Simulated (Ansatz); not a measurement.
**NbAl2B3: a closer look at a trial structure**

Aim: for this structure of NbAl2B3, see whether it has a gap, which orbitals make up the states near it and how charge is shared.

Method: DFT PBE, scalar-relativistic, plane waves, PAW, in Ansatz 0.2.0.

## Step 1: The system as given

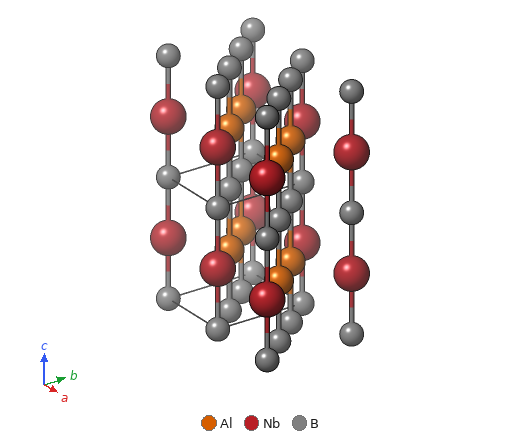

Start, viewed slightly off an axis; aluminium orange, niobium red, boron grey. 2×1×2 cells are drawn. Atoms on the faces are drawn again on the opposite ones.

Coordinates:

```cif
data_structure
_symmetry_space_group_name_H-M 'P6/mmm'
_symmetry_Int_Tables_number 191
_cell_length_a 4.7812
_cell_length_b 4.7812
_cell_length_c 4.4185
_cell_angle_alpha 90.000
_cell_angle_beta 90.000
_cell_angle_gamma 120.000
_cell_volume 87.47
loop_
_atom_site_label
_atom_site_type_symbol
_atom_site_symmetry_multiplicity
_atom_site_Wyckoff_symbol
_atom_site_fract_x
_atom_site_fract_y
_atom_site_fract_z
_atom_site_occupancy
Al1 Al 2 d 0.33333 0.66667 0.50000 1
Nb1 Nb 1 b 0.00000 0.00000 0.50000 1
B1 B 2 c 0.33333 0.66667 0.00000 1
B2 B 1 a 0.00000 0.00000 0.00000 1
```

It is the end of an earlier relaxation with the same method, from a generated guess; it is a trial structure. At a tolerance of 0.05 Å it has space group P6/mmm (No. 191); it has 14.58 Å³/atom, an uncorrected energy of +1.47 eV/atom over the elements.

## Step 2: Bands, states and charges

The input, input.yaml:

```yaml
crystal:
  lattice:
    - [4.7811950477, 0.0, 0.0]
    - [-2.3905975239, 4.1406363718, 0.0]
    - [0.0, 0.0, 4.4184636515]
  atoms:
    - { symbol: Al, position: [0.3333333333, 0.6666666667, 0.5] }
    - { symbol: Al, position: [0.6666666667, 0.3333333333, 0.5] }
    - { symbol: Nb, position: [0.0, 0.0, 0.5] }
    - { symbol: B, position: [0.3333333333, 0.6666666667, 0.0] }
    - { symbol: B, position: [0.6666666667, 0.3333333333, 0.0] }
    - { symbol: B, position: [0.0, 0.0, 0.0] }
basis:
  ecutwfc: 420
kpoints:
  mp_grid: { grid: [12, 12, 8] }
  band_path:
    path:
      - [[0.0, 0.0, 0.0], [0.5, 0.0, 0.0], [0.33333333, 0.33333333, 0.0], [0.0, 0.0, 0.0], [0.0, 0.0, 0.5], [0.5, 0.0, 0.5], [0.33333333, 0.33333333, 0.5], [0.0, 0.0, 0.5]]
      - [[0.5, 0.0, 0.5], [0.5, 0.0, 0.0]]
      - [[0.33333333, 0.33333333, 0.5], [0.33333333, 0.33333333, 0.0]]
    npoints: 14
hamiltonian:
  xc: pbe
scf:
  occupations: { method: gaussian, width: 0.1 }
  n_extra_bands: 15
output:
  forces: true
  stress: true
  eigenvalues: true
  populations: true
  dos: { projected: true, de: 0.02, nscf_kmesh: { grid: [15, 15, 10] } }
  bader: true
  write_density: true
  write_potential: true
  elf: true
  volumetric_format: npy
```

Command:

```
ansatz run input.yaml --threads 1 --pin off --max-ram 2560MiB --backend cpu --events-out ev --progress --plain --runs-dir out
```

Standard output:

```text
Warning: RAYON_NUM_THREADS=1 ignored (pool sized by the plan → 1); use --threads N
scf.n_extra_bands = 15 over 14 filled bands (N_el = 28.0): the run solves 29 bands
Engine: ansatz 0.2.0, x86_64-unknown-linux-gnu
Pseudopotentials: kind: paw
Pseudopotential: Al, paw, valence charge 3, recommended cutoff 420 eV (normal), Al.paw.azcp
Pseudopotential: Nb, paw, valence charge 13, recommended cutoff 420 eV (normal), Nb.paw.azcp
Pseudopotential: B, paw, valence charge 3, recommended cutoff 420 eV (normal), B.paw.azcp
Functional definition: PBE
  parameter kappa = 0.804
  parameter beta = 0.06672455060314922
  exchange = pbe_x(kappa = kappa, mu = beta*pi^2/3)
  correlation = pbe_c(beta = beta)
Crystal: 6 atoms, lattice volume = 87.473 Å³
Basis set: ecut = 420 eV, 1701 PW (Γ), exchange–correlation on 64×64×60 points (8 copies of the dense FFT grid, shifted against one another)
Bands: 29, of which v1, the nominal top of the filled ones, is band 14 counted from 1 (13 counted from 0)
Symmetry: 24 space group operations
Space group: P6/mmm (ITA 191), of the structure as read, at distance tolerance 4.4e-5 Å
k-points: 95 of 1152
Non-local potential: Al, projectors of the file, l = 0: 2, l = 1: 2, l = 2: 1
Non-local potential: Nb, projectors of the file, l = 0: 3, l = 1: 2, l = 2: 2, l = 3: 1
Non-local potential: B, projectors of the file, l = 0: 2, l = 1: 2, l = 2: 1
PAW form: soft (Blöchl's): semilocal exchange-correlation on the pseudo side does not see the compensation charge
PAW one-centre angular grid: Al, 110 points (default); XC on 64 Gauss nodes
PAW one-centre angular grid: Nb, 590 points (default); XC on 64 Gauss nodes
PAW one-centre angular grid: B, 110 points (default); XC on 64 Gauss nodes
Initial density: superposition of atomic densities (neutral atoms: chi_scale 0, normalization atom), corrected by the library's trained network
Initial wavefunctions: pseudopotential atomic-orbital guess
Functional: x = pbe(κ = 0.804, μ = 0.2195149727645171), c = pbe(β = 0.06672455060314922)
SCF iter   1: F=—  HF=-6086.241796 eV  |F-HF|=—  |Δ(HF+E_count)|=         —  Δρ=9.74e-3  dr2=1.65e-1  ethr=1.77e-3  ⟨swp⟩=5.1  Hψ=13377  notcnv=0  defer=138
preconditioner: auto → Kerker (q_TF=auto, 2.257 Å⁻¹)  [metal: Δε(μ)=0.005 eV  Ē_g=8.546 eV  σ=0.100 eV  W_gap=0.03  n_scr=20 (ndim 8)  ℏωp=17.8 eV  f_vac=0.000  D(μ)=4.30/eV (n_scr^D=28)]
SCF iter   2: F=—  HF=-6086.222774 eV  |F-HF|=—  |Δ(HF+E_count)|=   1.90e-2  Δρ=5.92e-3  dr2=6.16e-2  ethr=5.90e-4  ⟨swp⟩=1.0  Hψ=3515  notcnv=0  defer=232
SCF iter   3: F=—  HF=-6086.210960 eV  |F-HF|=—  |Δ(HF+E_count)|=   1.18e-2  Δρ=6.92e-4  dr2=4.21e-4  ethr=2.20e-4  ⟨swp⟩=2.4  Hψ=2762  notcnv=0  defer=232
SCF iter   4: F=—  HF=-6086.210927 eV  |F-HF|=—  |Δ(HF+E_count)|=   3.30e-5  Δρ=1.42e-4  dr2=2.20e-5  ethr=1.50e-6  ⟨swp⟩=2.4  Hψ=3221  notcnv=0  defer=232
SCF iter   5: F=—  HF=-6086.210825 eV  |F-HF|=—  |Δ(HF+E_count)|=   1.02e-4  Δρ=3.10e-5  dr2=7.81e-7  ethr=7.86e-8  ⟨swp⟩=2.2  Hψ=3002  notcnv=0  defer=232
SCF iter   6: F=-6086.210825 eV  HF=-6086.210825 eV  |F-HF|=2.11e-8  |Δ(HF+E_count)|=   9.38e-8  Δρ=5.59e-6  dr2=3.73e-8  ethr=3.57e-10  ⟨swp⟩=12.2  Hψ=18561  notcnv=0
SCF 1 converged in 6 iterations: F = -6086.210825 eV  dr2 = 3.73e-8
NSCF: frozen V_eff on 129 k-points
NSCF: frozen V_eff on 162 k-points
SCF converged after 6 iterations
Free energy (F): -6086.210825 eV
Harris-Foulkes:  -6086.210825 eV  (|F-HF|=2.11e-8)
Internal energy: -6086.188448 eV  (E = F + TS)
E sigma→0 (E₀):  -6086.199636 eV
Entropy (-TS):   -0.022377 eV (-3.729 meV/atom)
Fermi energy:    8.248711 eV
--- Per-component energies (eV) ---
  E_band       = -136.071099
  E_kinetic    = 554.726480
  E_local      = -1266.394603  (includes V_loc(G=0)·N_el)
  E_nonlocal   = 187.538896
  E_hartree    = 441.884612
  E_xc         = -341.609326
  E_vxc        = -372.301346  (∫ρ·V_xc dr)
  E_paw        = -4244.160041  (= ΣΔE_a)
  E_vpaw       = -123.404667  (= ΣTr[D̂ρ^β])
  E_aug_tail   = 0.000001  (compensation charges beyond the density's cutoff)
  E_ewald      = -1418.174466
  E_smearing   = -0.022377  (= −TS)
  E_closure    = 0.000000  (closes the sum)
  Σ components = -6086.210825   (vs F -6086.210825, Δ=0.00e0)
--- Forces (eV/Å), atoms counted from 1 ---
  atom   1  Al     0.00000000    -0.00000000     0.00000000
  atom   2  Al     0.00000000     0.00000000     0.00000000
  atom   3  Nb     0.00000000     0.00000000     0.00000000
  atom   4  B     -0.00000000     0.00000000     0.00000000
  atom   5  B      0.00000000    -0.00000000     0.00000000
  atom   6  B     -0.00000000     0.00000000     0.00000000
  max |Σ_I F_I| component: 9.25e-18 eV/Å
--- Stress (GPa, compression-positive) ---
       -0.020308       0.000000       0.000000
        0.000000      -0.020308       0.000000
        0.000000       0.000000       0.002038
  P = ⅓ Tr σ = -0.0129 GPa (-0.129 kbar)
--- Band table (eV; the first three rows and the last of 95) ---
  k-point 0: bands = ["-46.2893", "-22.5401", "-22.3999", "-22.3999", "-2.0282", "2.6746", "3.8946", "4.6580", "4.8560", "4.8560", "5.8509", "6.9665", "6.9665", "8.0989", "8.6881", "8.6881", "9.2988", "9.2988", "10.4435", "13.0268", "13.0268", "13.0940", "13.4836", "14.5069", "14.5069", "14.9011", "14.9011", "15.0963", "15.0963"]
  k-point 1: bands = ["-46.2893", "-22.5406", "-22.3997", "-22.3997", "-1.9126", "2.5091", "3.9702", "4.1196", "4.9447", "4.9447", "6.7235", "6.7306", "6.7306", "7.8254", "9.0119", "9.0119", "9.0228", "9.0228", "9.7575", "13.0163", "13.0163", "13.6199", "13.8899", "14.0657", "14.0657", "14.7994", "14.7994", "16.0287", "16.0287"]
  k-point 2: bands = ["-46.2893", "-22.5418", "-22.3992", "-22.3992", "-1.5726", "1.7769", "4.0745", "4.1839", "5.1997", "5.1997", "6.3337", "6.3337", "7.2130", "7.5334", "8.3398", "8.3398", "8.9995", "9.7066", "9.7066", "12.8135", "12.8135", "13.7699", "13.7699", "14.3503", "14.7595", "14.7595", "14.8835", "17.5864", "17.5864"]
  k-point 94: bands = ["-46.2892", "-22.5426", "-22.4041", "-22.4041", "1.2996", "1.2996", "2.4462", "2.4462", "2.5054", "4.7758", "5.8184", "7.3998", "7.3998", "8.3676", "8.3676", "8.8179", "10.8437", "10.8437", "10.9129", "10.9129", "12.9082", "12.9526", "13.9149", "13.9149", "17.4037", "17.4037", "17.4777", "17.9864", "17.9864"]
--- Löwdin populations: 6 sites ---
  site symbol       q [e]
     0     Al      2.7353
     1     Al      2.7353
     2     Nb     12.7723
     3      B      3.2040
     4      B      3.2040
     5      B      3.2106
  spilling = 0.004944 (of n_electrons = 28.000000)
--- Bader charges: 6 sites ---
  site symbol  charge [e]  shift [e]
     0     Al      1.0338     0.0043
     1     Al      1.0338     0.0043
     2     Nb     -0.0659     0.0099
     3      B     -0.7598     0.0001
     4      B     -0.7598     0.0001
     5      B     -0.4822     0.0011
  estimated error of the sums over rays = 6.1e-4 e
```

It took 50 s on 1 thread of Intel Xeon 6975P-C (Granite Rapids), shared host; peak memory 0.58 GiB.

By site:

```
atom  Löwdin electrons  Bader charge (e)  Bader volume (Å³)
 Al1              2.74             +1.03               10.7
 Al2              2.74             +1.03               10.7
 Nb3             12.77             -0.07               20.4
  B4              3.20             -0.76               16.0
  B5              3.20             -0.76               16.0
  B6              3.21             -0.48               13.7
```

bands.tsv at the labelled points (eV, zero at the Fermi level; the bands nearest the Fermi level):

```tsv
point	band 11	band 12	band 13	band 14	band 15	band 16	band 17	band 18
Γ	-2.40	-1.28	-1.28	-0.15	0.44	0.44	1.05	1.05
M	-1.67	-1.38	-0.71	-0.44	0.16	1.30	1.67	1.83
K	-1.51	-1.51	-0.47	-0.47	0.84	1.39	1.39	1.46
Γ	-2.40	-1.28	-1.28	-0.15	0.44	0.44	1.05	1.05
A	-2.45	-2.31	-2.31	-1.94	-0.99	-0.99	2.02	2.64
L	-2.83	-1.27	-0.94	-0.21	0.15	1.46	1.65	2.21
H	-2.43	-0.85	-0.85	0.12	0.12	0.57	2.60	2.60
A	-2.45	-2.31	-2.31	-1.94	-0.99	-0.99	2.02	2.64
L	-2.83	-1.27	-0.94	-0.21	0.15	1.46	1.65	2.21
M	-1.67	-1.38	-0.71	-0.44	0.16	1.30	1.67	1.83
H	-2.43	-0.85	-0.85	0.12	0.12	0.57	2.60	2.60
K	-1.51	-1.51	-0.47	-0.47	0.84	1.39	1.39	1.46
```

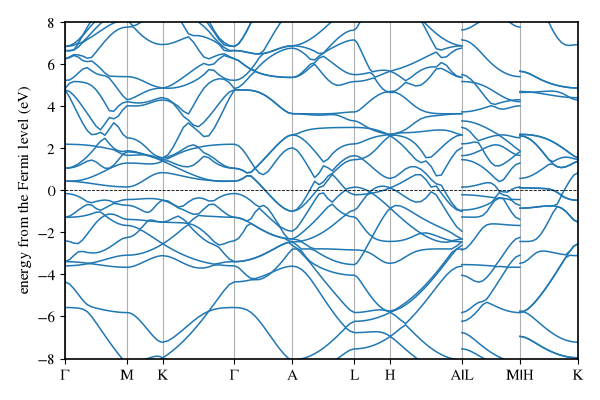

Bands along the path. Deeper bands lie below the window drawn.

States per cell in windows of 1 eV, from dos.tsv and pdos.tsv (zero at the Fermi level):

| from | to | total | Al 3s | Al 3p | Nb 4d | B 2s | B 2p |
| --- | --- | --- | --- | --- | --- | --- | --- |
| -8 | -7 | 1.16 | 0.17 | 0.25 | 0.08 | 0.35 | 0.24 |
| -7 | -6 | 1.71 | 0.27 | 0.29 | 0.19 | 0.49 | 0.40 |
| -6 | -5 | 1.88 | 0.28 | 0.25 | 0.33 | 0.58 | 0.40 |
| -5 | -4 | 1.67 | 0.15 | 0.32 | 0.22 | 0.48 | 0.44 |
| -4 | -3 | 2.20 | 0.08 | 0.57 | 0.42 | 0.20 | 0.89 |
| -3 | -2 | 2.74 | 0.05 | 0.58 | 0.76 | 0.33 | 0.92 |
| -2 | -1 | 2.90 | 0.09 | 0.54 | 0.84 | 0.36 | 0.97 |
| -1 | 0 | 4.03 | 0.14 | 0.56 | 1.59 | 0.55 | 1.04 |
| 0 | 1 | 3.63 | 0.06 | 0.44 | 1.66 | 0.21 | 1.13 |
| 1 | 2 | 4.40 | 0.20 | 0.71 | 1.07 | 0.18 | 2.09 |
| 2 | 3 | 2.73 | 0.13 | 0.44 | 0.51 | 0.10 | 1.41 |
| 3 | 4 | 2.86 | 0.03 | 0.26 | 0.52 | 0.10 | 1.84 |
| 4 | 5 | 2.18 | 0.03 | 0.17 | 0.20 | 0.04 | 1.57 |
| 5 | 6 | 3.35 | 0.28 | 0.39 | 0.51 | 0.15 | 1.61 |

Below -8 eV lie 10 or so more states.

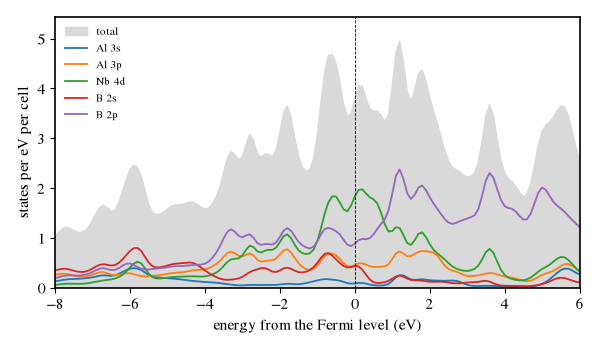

Total and projected density of states, smoothed over about 0.40 eV.

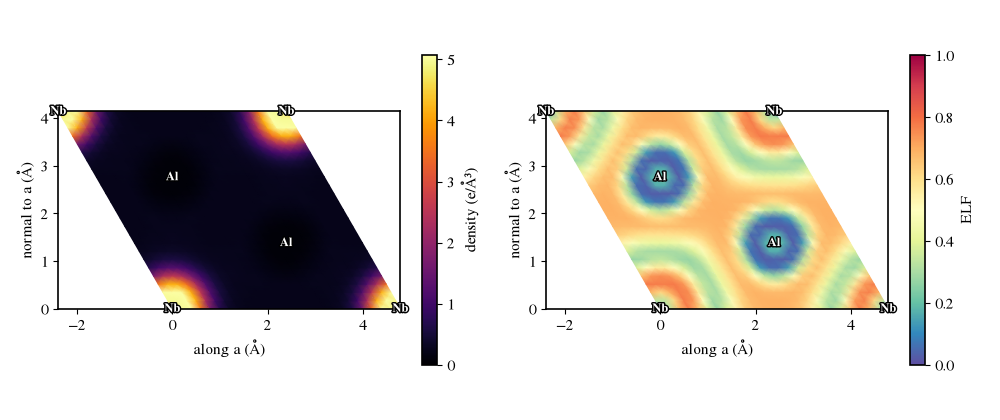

Density (left) and ELF (right) in a lattice plane of the grid's cell (edges 4.78 and 4.78 Å, at 0.500 of the third edge), which holds Al and Nb. Only atoms in the plane are labelled. Both are smooth fields of the valence electrons: close to the nuclei they are not physical.

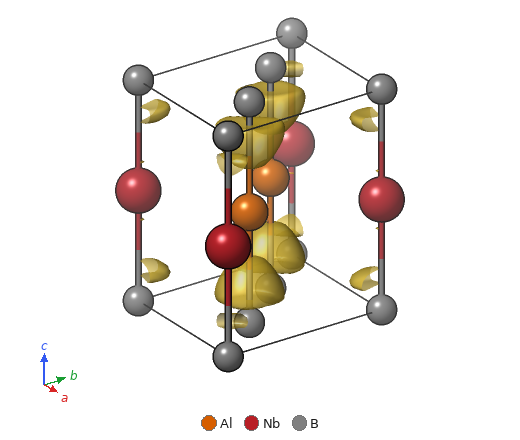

Surface of ELF = 0.80, drawn in one cell.

Maxima of ELF outside the ion cores: 0.95 on the B–Al line, 0.8 Å from B; 0.86 in the shell around B, 0.6 Å from B; 0.69 on the Al–Al line, 1.2 Å from Al.

## Step 3: Variant: pseudopotentials.kind nc, chi_scale 0.3, ecutwfc left out

The input, input.yaml:

```yaml
crystal:
  lattice:
    - [4.7811950477, 0.0, 0.0]
    - [-2.3905975239, 4.1406363718, 0.0]
    - [0.0, 0.0, 4.4184636515]
  atoms:
    - { symbol: Al, position: [0.3333333333, 0.6666666667, 0.5] }
    - { symbol: Al, position: [0.6666666667, 0.3333333333, 0.5] }
    - { symbol: Nb, position: [0.0, 0.0, 0.5] }
    - { symbol: B, position: [0.3333333333, 0.6666666667, 0.0] }
    - { symbol: B, position: [0.6666666667, 0.3333333333, 0.0] }
    - { symbol: B, position: [0.0, 0.0, 0.0] }
kpoints:
  mp_grid: { grid: [12, 12, 8] }
hamiltonian:
  xc: pbe
  pseudopotentials: { kind: nc }
scf:
  occupations: { method: gaussian, width: 0.1 }
  initial_density: { chi_scale: 0.3 }
output:
  forces: true
  eigenvalues: true
  stress: true
```

Command:

```
ansatz run input.yaml --threads 1 --pin off --max-ram 2560MiB --backend cpu --events-out ev --progress --plain --runs-dir out
```

Standard output, shortened:

```text
Warning: RAYON_NUM_THREADS=1 ignored (pool sized by the plan → 1); use --threads N
[...]
Pseudopotentials: kind: nc
Pseudopotential: Al, nc, valence charge 3, recommended cutoff 544.227725 eV (normal), Al.nc.azcp
Pseudopotential: Nb, nc, valence charge 13, recommended cutoff 1115.666836 eV (normal), Nb.nc.azcp
Pseudopotential: B, nc, valence charge 3, recommended cutoff 1116 eV (normal), B.nc.azcp
[... 1 set-up line as earlier in the session ...]
[...]
Crystal: 6 atoms, lattice volume = 87.473 Å³
Basis set: ecut = 1116 eV, 7387 PW (Γ), exchange–correlation on 108×108×100 points (8 copies of the dense FFT grid, shifted against one another)
Bands: 20, of which v1, the nominal top of the filled ones, is band 14 counted from 1 (13 counted from 0)
[... 2 set-up lines as earlier in the session ...]
k-points: 95 of 1152
[...]
SCF converged after 8 iterations
Free energy (F): -2375.049964 eV
[...]
E sigma→0 (E₀):  -2375.038813 eV
Entropy (-TS):   -0.022302 eV (-3.717 meV/atom)
Fermi energy:    8.288030 eV
[...]
--- Forces (eV/Å), atoms counted from 1 ---
  atom   1  Al     0.00000000    -0.00000000     0.00000000
  atom   2  Al    -0.00000000     0.00000000     0.00000000
  atom   3  Nb     0.00000000     0.00000000     0.00000000
  atom   4  B     -0.00000000     0.00000000     0.00000000
  atom   5  B      0.00000000    -0.00000000     0.00000000
  atom   6  B      0.00000000     0.00000000     0.00000000
[...]
--- Stress (GPa, compression-positive) ---
       -0.039401       0.000000       0.000000
        0.000000      -0.039401       0.000000
        0.000000       0.000000       0.025736
  P = ⅓ Tr σ = -0.0177 GPa (-0.177 kbar)
--- Band table (eV; the first three rows and the last of 95) ---
  k-point 0: bands = ["-46.2411", "-22.4962", "-22.3530", "-22.3530", "-1.9932", "2.7115", "3.9332", "4.6915", "4.8916", "4.8916", "5.8934", "7.0067", "7.0067", "8.1324", "8.7250", "8.7250", "9.3410", "9.3410", "10.4800", "13.0722"]
[...]
```

It took 19 s on 1 thread of Intel Xeon 6975P-C (Granite Rapids), shared host; peak memory 0.73 GiB.

```
    run     ending   energy change  pressure (GPa)  gap (eV)  force (eV/Å)  cycles  time
 step 2  converged               -             0.0      0.00          0.00       6  50 s
variant  converged  not comparable             0.0      0.00          0.00       8  19 s
```

A change of potentials puts the total energy on another scale; pressure, gap, moments and forces, where computed, barely move.

## Step 4: What came out

| quantity | value |
| --- | --- |
| gap | none (metal) |
| states at the Fermi level | 3.31 per eV per cell |
| Bader charges | Al +1.03, Nb -0.07, B -0.76 to -0.48 e |

What this shows: Bands cross the Fermi level: a metal at this level of theory. Of the projected weight within 0.25 eV of the Fermi level, the largest part is Nb 4d (49 %) and B 2p (24 %). Bader charges reach 1.0 e, so charge transfer in this metal is strong.
